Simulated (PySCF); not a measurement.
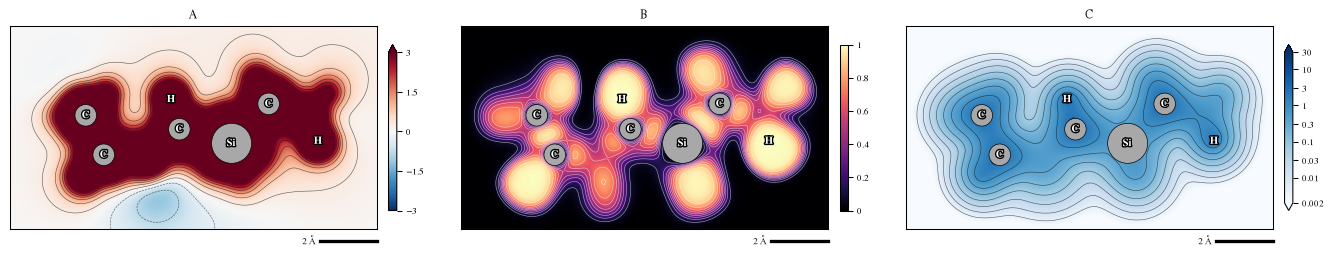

C6H14SSi: 3 fields on the plane of atoms Si6, C4 and H14, with unlabelled colour scales. Grey discs cover the atomic cores.

Geometry: GFN2-xTB.

Method: PBE0/pcSseg-1, SCF density, gas phase, non-relativistic in PySCF.

**Match the panels to the quantities (electron density, electron localisation function and electrostatic potential).**

Panel A: electrostatic potential (strongly positive close to the atoms, with negative regions outside electron-rich atoms). Panel B: electron localisation function. Panel C: electron density. From the grid: C–C (1.52 Å): ρ is about 1.7 e/Å³ halfway; the ELF peaks at about 0.95 between the atoms: a shared electron pair. C–Si (1.89 Å): the density is about 0.83 e/Å³ at the midpoint; the ELF peaks at about 0.85 between the atoms: a shared electron pair.
